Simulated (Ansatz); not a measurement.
Al₂Cl₂F₂H₂ (SMILES [Cl][AlH-]1[F+][AlH-]([Cl])[F+]1)

Input

```
crystal:
  periodic: [false, false, false]
  atoms:
    - {symbol: Cl, position_ang: [0.366226, 2.258243, 1.760071]}
    - {symbol: Al, position_ang: [1.065313, 0.710961, 0.556989]}
    - {symbol: F, position_ang: [0.102717, 0.641829, -0.984324]}
    - {symbol: Al, position_ang: [-0.887782, -0.849321, -0.664148]}
    - {symbol: Cl, position_ang: [-2.857573, -0.317129, -0.255612]}
    - {symbol: F, position_ang: [0.097203, -0.797630, 0.863645]}
    - {symbol: H, position_ang: [2.568970, 0.384421, 0.307101]}
    - {symbol: H, position_ang: [-0.455084, -2.031366, -1.583711]}
basis:
  gaussian: {orbitals: def2-TZVPP}
hamiltonian: {xc: pbe0, dispersion: d4}
output: {orbitals: {seedname: orbitals}}
```

Launched as:

```sh
ansatz run in.yaml --threads 4 --pin off --events-out ev --progress --plain --max-ram 10444MiB
```

Geometry: PBE0-D4/def2-TZVP.

Computed with RKS PBE0-D4/def2-TZVPP (Ansatz 0.2.0).

Predict the electron density and electron localisation function between the atoms.

Answer. Al–Cl (2.08 Å): ρ at the midpoint is about 0.77 e/Å³; the ELF peaks at about 0.85 in the valence shell of Cl, 0.9 Å from its nucleus, and is about 0.80 at the midpoint.
Al–H (1.56 Å): ρ is about 0.6 e/Å³ halfway; the ELF climbs to about 1 towards the hydrogen.

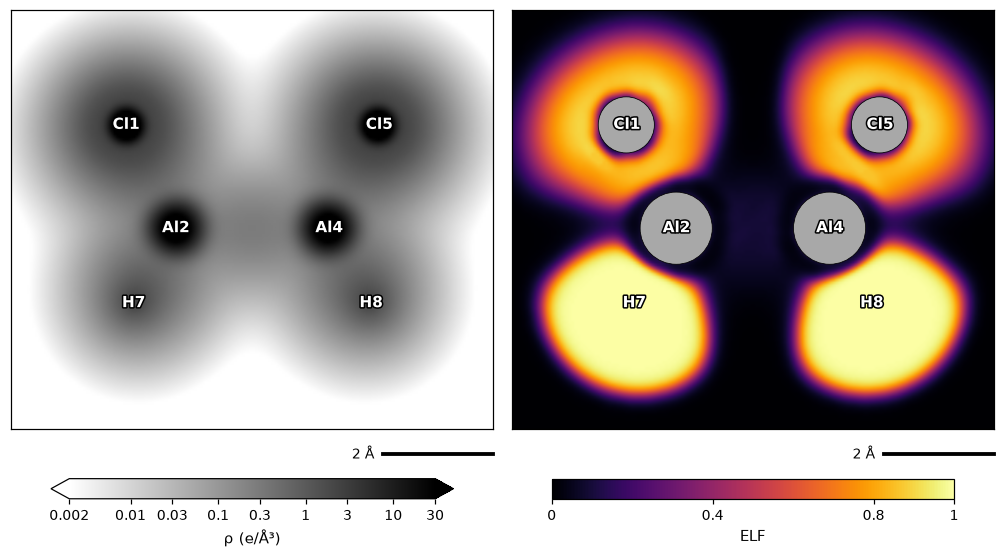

Computed electron density and electron localisation function on the plane of atoms Cl1, Al2 and H7, in this order. Grey discs cover the atomic cores in the ELF map. 
